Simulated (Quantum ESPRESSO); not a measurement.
# MnPt3: exchange couplings by hand from total energies

Aim: get Heisenberg couplings of MnPt3 from the energies of collinear orders, with pencil and paper, and test them on an order left out of the fit.

Method: LDA; plane waves with GBRV 1.5 LDA potentials, no spin-orbit coupling, in Quantum ESPRESSO 7.5.

## Step 1: The structure

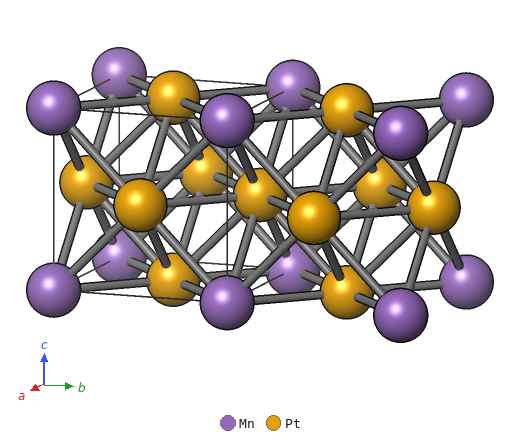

The cell as given, slightly off an axis (manganese purple, platinum orange). 1×2×1 cells are drawn. Some periodic images of atoms are drawn too.

The cell comes from the Crystallography Open Database.

## Step 2: The parallel order

All energies count from this run.

Input file pw.in:

```
&CONTROL
  calculation = 'scf'
  prefix = 'pwscf'
  outdir = './tmp'
  pseudo_dir = './pseudo'
  disk_io = 'nowf'
/
&SYSTEM
  ibrav = 0
  nat = 4
  ntyp = 2
  ecutwfc = 40
  ecutrho = 280
  nbnd = 43
  occupations = 'smearing'
  smearing = 'fd'
  degauss = 0.00734986
  nspin = 2
  starting_magnetization(1) = 0.2333
  starting_magnetization(2) = 0
/
&ELECTRONS
  conv_thr = 8d-09
  electron_maxstep = 150
  mixing_beta = 0.3
/
ATOMIC_SPECIES
Mn     54.9380 mn_lda_v1.5.uspp.F.UPF
Pt    195.0840 pt_lda_v1.4.uspp.F.UPF
CELL_PARAMETERS angstrom
   3.9000000000    0.0000000000    0.0000000000
   0.0000000000    3.9000000000    0.0000000000
   0.0000000000    0.0000000000    3.9000000000
ATOMIC_POSITIONS crystal
Mn      0.0000000000    0.0000000000    0.0000000000
Pt      0.0000000000    0.5000000000    0.5000000000
Pt      0.5000000000    0.0000000000    0.5000000000
Pt      0.5000000000    0.5000000000    0.0000000000
K_POINTS automatic
6 6 6 0 0 0
```

Started as:

```sh
OMP_NUM_THREADS=1 mpirun -n 4 pw.x -nk 4 -in pw.in > pw.out
```

Output:

```text
Program PWSCF v.7.5 starts
     [... lines left out ...]
     number of atoms/cell      =            4
     [... lines left out ...]
     number of electrons       =        63.00
     number of Kohn-Sham states=           43
     kinetic-energy cutoff     =      40.0000  Ry
     charge density cutoff     =     280.0000  Ry
     scf convergence threshold =      8.0E-09
     [... lines left out ...]
     48 Sym. Ops., with inversion, found
     [... lines left out ...]
     number of k points=    20  Fermi-Dirac smearing, width (Ry)=  0.0073
     [... lines left out ...]
     iteration # 15     ecut=    40.00 Ry     beta= 0.30
     [... lines left out ...]
     Magnetic moment per site  (integrated on atomic sphere of radius R)
     atom   1 (R=0.292)  charge= 13.6987  magn=  3.6362
     atom   2 (R=0.292)  charge= 14.0321  magn=  0.1337
     atom   3 (R=0.292)  charge= 14.0321  magn=  0.1337
     atom   4 (R=0.292)  charge= 14.0321  magn=  0.1337
     [... lines left out ...]
     the Fermi energy is    20.4648 ev
!    total energy              =    -843.67508741 Ry
     estimated scf accuracy    <          1.9E-09 Ry
     smearing contrib. (-TS)   =      -0.00906311 Ry
     [... lines left out ...]
     total magnetization       =     4.09 Bohr mag/cell
     absolute magnetization    =     4.24 Bohr mag/cell
     convergence has been achieved in  15 iterations
   JOB DONE.
```

The job ended after 29 s (4 MPI ranks of Arm Neoverse N1, shared host; peak memory 0.39 GiB).

Spin moment in the atom's sphere by atom:

| atom | spin moment in the atom's sphere (μB) |
| --- | --- |
| Mn1 | 3.64 |
| Pt2 | 0.13 |
| Pt3 | 0.13 |
| Pt4 | 0.13 |

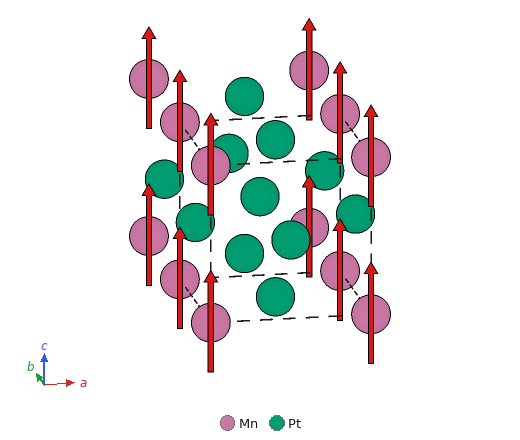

Spin moment in the atom's sphere as arrows, the longest 3.64 μB. Up and down stand for the sign. Arrows give size and sign along the axis of quantisation, drawn up and down the page. 1×2×1 cells are drawn. Some periodic images of atoms are drawn too.

Read from the output:

* smearing term TS: 0.1233 eV
* magnetization: 4.086 μB
* absolute magnetization: 4.241 μB
* final state: ferromagnetic

## Step 3: The orders used for the fit

The other orders were run with the same settings, on meshes that hold the same points. Free energies are divided by the number of Mn atoms; q is in fractions of the reciprocal vectors of the first run's cell.

| order | atoms | mesh | free energy (eV) | eV per Mn | largest moment (μB) |
| --- | --- | --- | --- | --- | --- |
| F + | 4 | 6×6×6 | -11478.7843 | -11478.7843 | 3.64 |
| AF q=(0,1/2,1/2) +- | 8 | 6×3×6 | -22957.5375 | -11478.7687 | 3.59 |

## Step 4: Counting neighbours

With E = −Σ J e_i·e_j over ordered pairs of unit vectors, turning a neighbour from parallel to opposed costs 2J a Mn atom. So an order lies 2 Σ n J over the parallel one, n being the opposed neighbours in each shell.

| shell | distance (Å) | neighbours | opposed in AF q=(0,1/2,1/2) +- | opposed in AF q=(0,0,1/2) +- |
| --- | --- | --- | --- | --- |
| J1 | 3.90 | 6 | 4 | 2 |
| J2 | 5.52 | 12 | 8 | 8 |

Only J1 is kept, as an effective coupling that takes up all reversed shells.

## Step 5: Solving

```
2 × 4 × J1 = +15.6 meV    (AF q=(0,1/2,1/2) +-)
J1 = +1.95 meV
```

## Step 6: The test

The couplings now give the orders that were left out:

```
2 × 2 × (+1.95) = +7.8 meV    (AF q=(0,0,1/2) +-)
```

The runs themselves:

| order | atoms | mesh | free energy (eV) | eV per Mn | largest moment (μB) | over the parallel order (meV) | foretold (meV) |
| --- | --- | --- | --- | --- | --- | --- | --- |
| AF q=(0,0,1/2) +- | 8 | 6×6×3 | -22957.5339 | -11478.7669 | 3.60 | +17.4 | +7.8 |

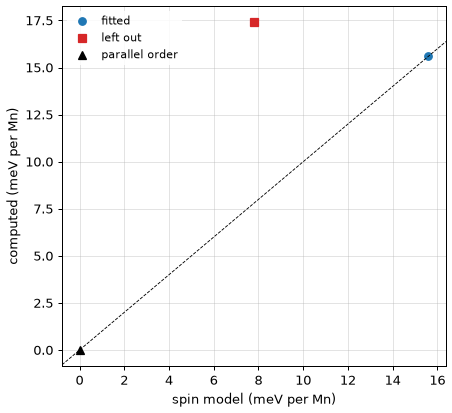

Computed energies of the orders against the model; the dashed line marks agreement.

## Step 7: One more shell

One way to take up the miss is the next shell. Both differences then fix both couplings, and no order is left for a test.

```
2 × 4 × J1 + 2 × 8 × J2 = +15.6 meV    (AF q=(0,1/2,1/2) +-)
2 × 2 × J1 + 2 × 8 × J2 = +17.4 meV    (AF q=(0,0,1/2) +-)
J1 = -0.45 meV
J2 = +1.20 meV
```

## Step 8: Outcome

```yaml
effective_j1_mn_mn_at_3p90_a: 1.95 meV
largest_miss_on_the_orders_left_out: 9.6 meV
j1_with_two_shells: -0.45 meV
j2_with_two_shells: 1.2 meV
```

What this shows: The model misses the order left out by 9.6 meV, 55 % of the largest energy difference, so it fails: these couplings alone don't describe the crystal. With the next shell added the couplings are J1 = -0.45 and J2 = +1.20 meV, untested. The largest moment changes by 1.4 % between the orders. Shells that were dropped are folded into the couplings or show in the miss. The smearing terms TS of the orders run from 123 to 144 meV a seeded atom, so the differences would change at a smaller width: an order with a larger TS is lowered more by the smearing. Energies are free energies at an electronic temperature of 1160 K, which lowers moments and differences where the moments are itinerant.

[Logs and program files are shortened in this print: banners, set-up blocks, solver, clock and traceback lines can be left out without a mark of their own.]

[Logs are printed without paths, hosts, clocks, repeated set-up lines and the standing remarks that a program may print on its own settings, such as how far it seeks lower states.]

[Hosts, paths, dates, database ids (printed as entryN), source tags and the programs' standing remarks are cut or masked in the printed files.]

[Where a cell is said to come from a database of computed structures, the database is the Materials Project.]
